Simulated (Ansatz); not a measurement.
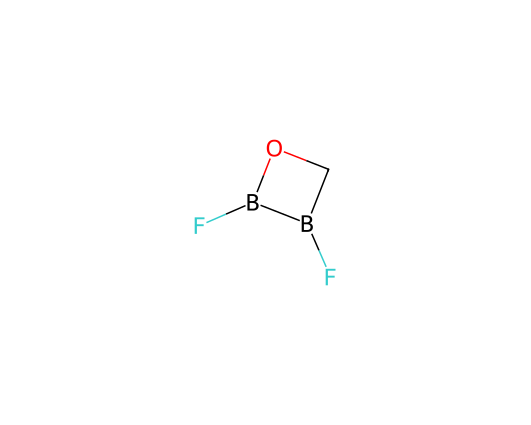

2D structure.

**Transcribe the drawing into SMILES.**

FB1COB1F

**Give the formula, hydrogens included.**

CH2B2F2O.

**An optimisation with PBE0-D4/def2-TZVP gave a structure of which point group?**

Cs.

More results for the same structure follow; atom numbers are the same in all pictures, views and colours differ. The geometry was computed by an optimisation with PBE0-D4/def2-TZVP.

Geometry

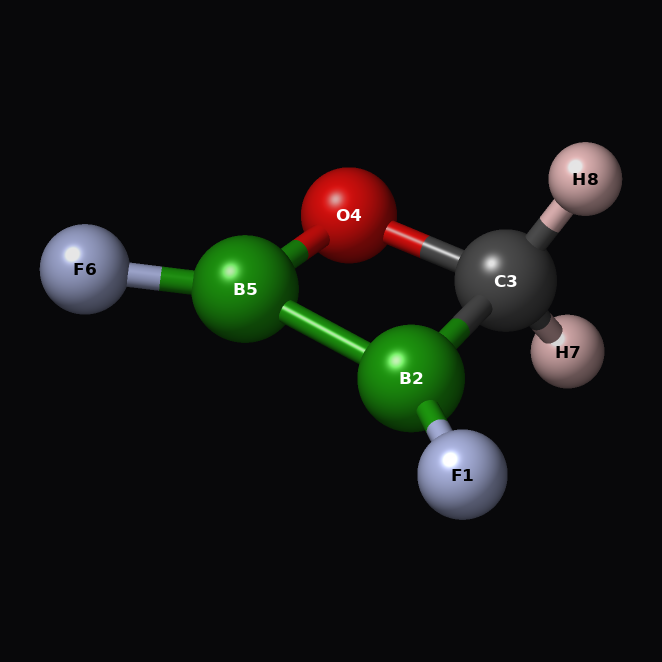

The atoms are numbered.

Which atoms are bonded, and how long are the bonds?

| bond | length (Å) | order |
| --- | --- | --- |
| F1–B2 | 1.306 | single |
| B2–C3 | 1.587 | single |
| B2–B5 | 1.716 | single |
| C3–O4 | 1.476 | single |
| C3–H7 | 1.093 | single |
| C3–H8 | 1.093 | single |
| O4–B5 | 1.367 | single |
| B5–F6 | 1.314 | single |

Levels of theory compared

Program: Ansatz 0.2.0.

Tabulate HOMO–LUMO gap (eV), HOMO energy (eV), dipole (D) at these levels: B3LYP-D4/def2-TZVPP; PBE-D4/def2-TZVPP; r2SCAN-D4/def2-TZVPP; ωB97M-V/def2-TZVPP.

```tsv
level	HOMO–LUMO gap (eV)	HOMO energy (eV)	dipole (D)
B3LYP-D4/def2-TZVPP	5.68	−8.03	1.95
PBE-D4/def2-TZVPP	3.67	−6.76	1.86
r2SCAN-D4/def2-TZVPP	4.21	−7.06	1.91
ωB97M-V/def2-TZVPP	10.49	−10.48	1.96
```

Thermal motion

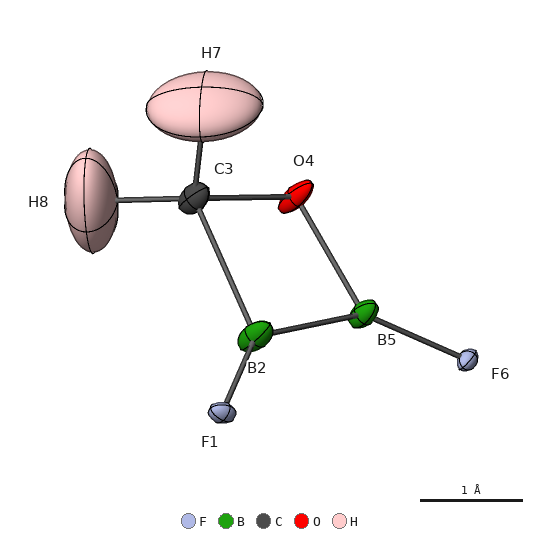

Displacement ellipsoids at the 50 % level, enlarged 2 times, from the internal vibrations of the free molecule (harmonic, no overall translation or rotation; no half-axis is drawn under 0.075 Å). Vibrations computed with RKS PBE0-D4/def2-TZVP (Ansatz 0.2.0). Temperature: 200 K.

**Which atom has the largest mean-square displacement?**

H7, H8, with U_eq = 0.0204 Å².

**Does H7 move more along its bond or across it?**

Across it: the root-mean-square amplitude is 0.091 Å along the bond and up to 0.186 Å across, since bending and torsion are softer than stretching.

List U_eq and the three principal root-mean-square amplitudes for each kind of atom.

```csv
atom,U_eq (Å²),rms amplitudes (Å)
F1,0.0016,"0.031, 0.039, 0.047"
B2,0.0028,"0.036, 0.042, 0.073"
C3,0.0025,"0.037, 0.043, 0.065"
O4,0.0030,"0.031, 0.038, 0.081"
B5,0.0022,"0.036, 0.040, 0.060"
F6,0.0015,"0.030, 0.036, 0.047"
"H7, H8",0.0204,"0.083, 0.141, 0.186"
```

Charges

The questions are on Mulliken charges. Level of theory: RKS PBE0-D4/def2-TZVP (Ansatz 0.2.0).

List the Mulliken charges.

```
atom  value (e)
  F1      −0.22
  B2       0.21
  C3      −0.12
  O4      −0.23
  B5       0.35
  F6      −0.25
  H7       0.13
  H8       0.13
```

Mulliken values depend strongly on the basis set and can even reverse the polarity of a bond.
